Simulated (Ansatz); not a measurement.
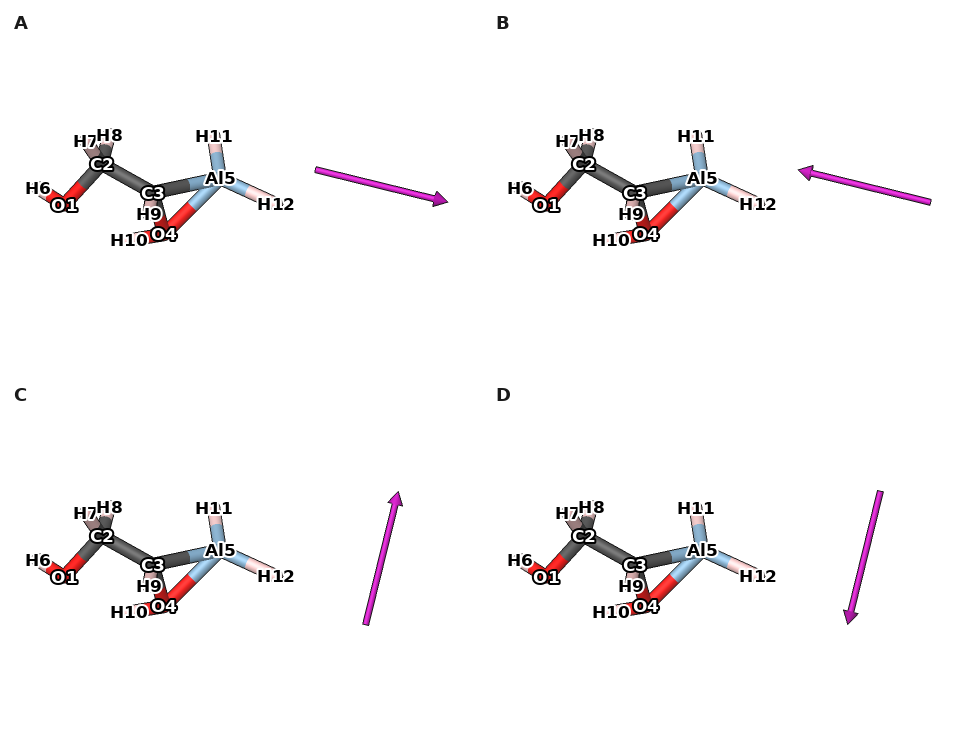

The same molecule four times, each with an arrow. The computed structure is the end point of a PBE-D4/def2-SVP optimisation. No frequency run is at hand to confirm it as a minimum. Level of theory: RKS PBE-D4/def2-SVP (Ansatz 0.2.0).

Question: Which arrow points along the dipole moment, from the negative to the positive end?

Answer: B. The dipole moment is 3.40 D; it points from the side of H12 to the side of H6 (the outermost atoms at the two ends).
